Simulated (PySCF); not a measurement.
C5H12S, SMILES CC(C)(C)CS at its GFN2-xTB optimised geometry (Å):

```
18

C      0.8859     0.7149     1.2496
C      0.3445     0.0179     0.0000
C      0.8644     0.7226    -1.2527
C      0.8015    -1.4446    -0.0023
C     -1.1888     0.0179     0.0000
S     -1.9674     1.6704     0.0000
H      0.4635     0.2746     2.1515
H      0.6497     1.7764     1.2330
H      1.9674     0.6124     1.2949
H      0.5377     0.1998    -2.1492
H      1.9512     0.7526    -1.2475
H      0.4910     1.7432    -1.2969
H      0.4592    -1.9574     0.8942
H      0.4083    -1.9701    -0.8699
H      1.8871    -1.4970    -0.0335
H     -1.5810    -0.5254     0.8599
H     -1.5624    -0.4519    -0.9103
H     -1.6897     1.9701     1.2662
```

Method: PySCF with PBE/def2-SVP. Cells within 0.4 Å of a nucleus heavier than hydrogen are left out (blank, or x).

Map of the log10 of the electron density (e/bohr³), floored at −4 on the plane z = 0.0 Å:

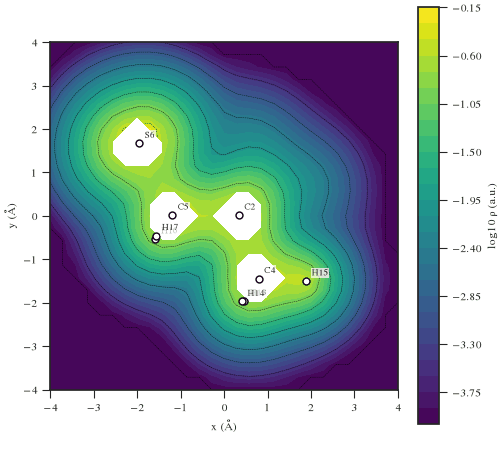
Figure. Log10 of the electron density (e/bohr³), floored at −4 on the plane z = 0.0 Å.
